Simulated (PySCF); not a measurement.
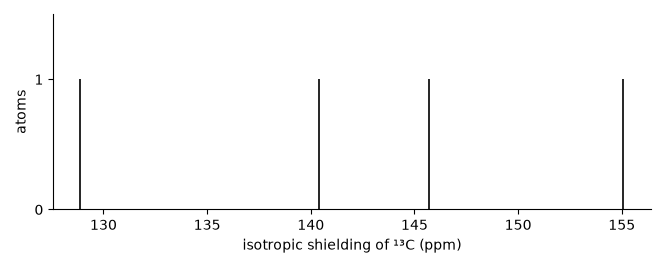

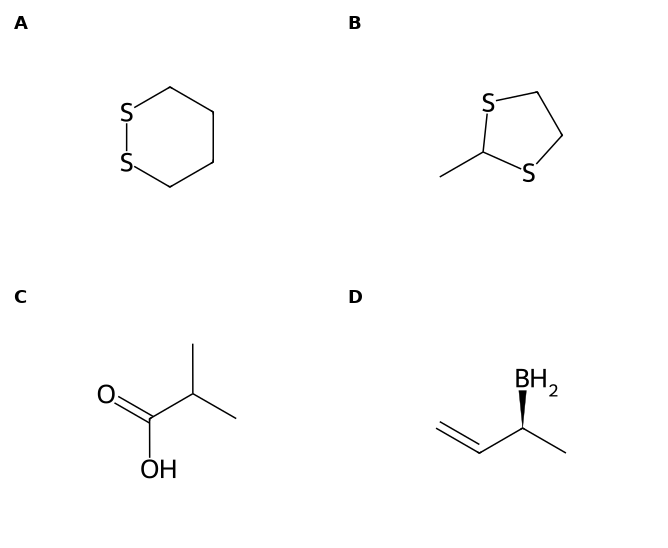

The sticks are computed shieldings of one of the molecules, for one fixed geometry (GFN2-xTB) without averaging over rotations. Low shielding means a high chemical shift. Method: GIAO PBE0/pcSseg-1 NMR shielding, non-relativistic, gas phase (PySCF 2.14.0).

### Which molecule gives this pattern?

B, `CC1SCCS1`. Its 4 C atoms give lines at 128.9, 140.4, 145.7, 155.1 ppm.

The geometry is semi-empirical. Around B such bond lengths and angles can be off by a tenth of an ångström or more and by several degrees, and values that hang on the shape move with them.
